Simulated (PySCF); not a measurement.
# SiNH4 (SMILES [NH][SiH3]) at UTPSSh/def2-TZVPPD

Aim: the vertical doublet–quartet gap of SiNH4 at UTPSSh/def2-TZVPPD, from 2 runs. 

The results are computed with PySCF 2.14.0.

## Step 1: Starting point

SiNH4 has 6 atoms, charge 0, and is taken as a doublet. SMILES: `[NH][SiH3]`. The coordinates come from a PBE0-D4/def2-TZVP relaxation.

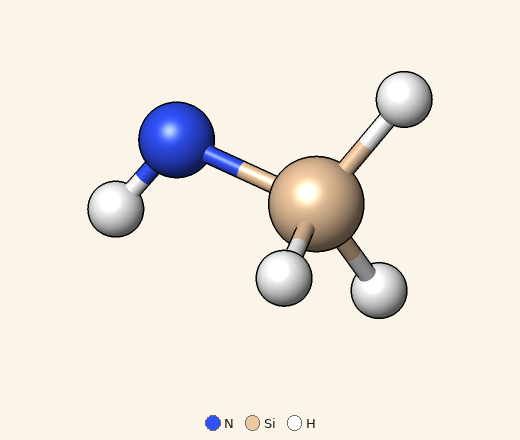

Viewed from a chosen angle; nitrogen blue, silicon light orange, hydrogen white.

## Step 2: The energy at UTPSSh/def2-TZVPPD

File calc.py:

```python
from pyscf import gto, dft

mol = gto.Mole()
mol.atom = '''
N      1.118907    -1.578299     1.718706
Si    -0.384937     0.656869    -0.207870
H      1.743839    -3.100474     0.704301
H     -2.476675    -0.533470    -1.673352
H      1.491939     1.723052    -2.019928
H     -1.413704     2.711379     1.391216
'''
mol.charge = 0
mol.max_memory = 1860
mol.verbose = 3
mol.basis = 'def2-tzvppd'
mol.spin = 1
mol.unit = 'bohr'
mol.build()

ks = dft.UKS(mol, xc='tpssh')
ks.conv_tol = 1e-10
ks.grids.level = 4
ks.kernel()
if not ks.converged:
    ks = ks.newton().run(ks.mo_coeff, ks.mo_occ)

e_final = ks.e_tot
print('E(%s) = %.9f' % ('TPSSH', e_final))
```

Command:

```sh
$ OMP_NUM_THREADS=1 python calc.py
```

Log:

```text
converged SCF energy = -346.647492349705  <S^2> = 0.75433526  2S+1 = 2.0043306
E(TPSSH) = -346.647492350
```

Run time: 94 s. Hardware: 1 thread of Arm Neoverse V1, shared host; peak memory 1.1 GiB.

## Step 3: The quartet

File calc.py:

```python
from pyscf import gto, dft

molecule = gto.M(
    atom='''
N    0.592100  -0.835200   0.909500
Si  -0.203700   0.347600  -0.110000
H    0.922800  -1.640700   0.372700
H   -1.310600  -0.282300  -0.885500
H    0.789500   0.911800  -1.068900
H   -0.748100   1.434800   0.736200
''',
    spin=3,
    basis='def2-tzvppd',
    verbose=3,
    max_memory=1860,
)

mf = dft.UKS(molecule, xc='tpssh')
mf.conv_tol = 1e-10
mf.grids.level = 4
mf.kernel()
if not mf.converged:
    mf = mf.newton().run(mf.mo_coeff, mf.mo_occ)

e_tot = mf.e_tot
print(f'total energy: {e_tot:.8f} hartree')
```

Command:

```sh
$ OMP_NUM_THREADS=1 python calc.py
```

Log:

```text
WARN: HOMO -0.0354237410759453 >= LUMO -0.318165003781161

WARN: HOMO -0.0838760944219672 >= LUMO -0.301789044841582

WARN: HOMO -0.0759719974437232 >= LUMO -0.269557672057779

WARN: HOMO -0.0733490804884767 >= LUMO -0.267305188606429

WARN: HOMO -0.0774980884544831 >= LUMO -0.266072009723707

WARN: HOMO -0.0776888325351948 >= LUMO -0.26594432668616

WARN: HOMO -0.0777372820316984 >= LUMO -0.265092514591593

WARN: HOMO -0.0780434854054519 >= LUMO -0.265221449049626

WARN: HOMO -0.0780028162660784 >= LUMO -0.265094864824647

WARN: HOMO -0.0780107552802747 >= LUMO -0.265102522562941

WARN: HOMO -0.0780125104486231 >= LUMO -0.26510163289408

WARN: HOMO -0.0780111180328973 >= LUMO -0.265096551818495

WARN: HOMO -0.0780108355058005 >= LUMO -0.265096237966596

WARN: HOMO -0.078010942183198 >= LUMO -0.265096408032832

WARN: HOMO -0.0780110838031121 >= LUMO -0.265096638703319

converged SCF energy = -346.421497753325  <S^2> = 3.7615074  2S+1 = 4.0057496
total energy: -346.42149775 hartree
```

Run time: 1.9 min. Hardware: 1 thread of Arm Neoverse V1, shared host; peak memory 1.1 GiB.

## Step 4: What came out

Level: UTPSSh/def2-TZVPPD.

```
                                        quantity          value
                           doublet: total energy  -346.64749 Eh
                          doublet: dipole moment         1.35 D
     doublet: HOMO energy (highest over α and β)       -7.31 eV
      doublet: LUMO energy (lowest over α and β)       -4.07 eV
                                   doublet: ⟨S²⟩          0.754
                           quartet: total energy  -346.42150 Eh
                          quartet: dipole moment         1.06 D
     quartet: HOMO energy (highest over α and β)       -2.12 eV
                                   quartet: ⟨S²⟩          3.762
vertical energy of the quartet above the doublet       6.150 eV
```

What this shows: At this shape the quartet lies 6.15 eV (593 kJ/mol) above the doublet.
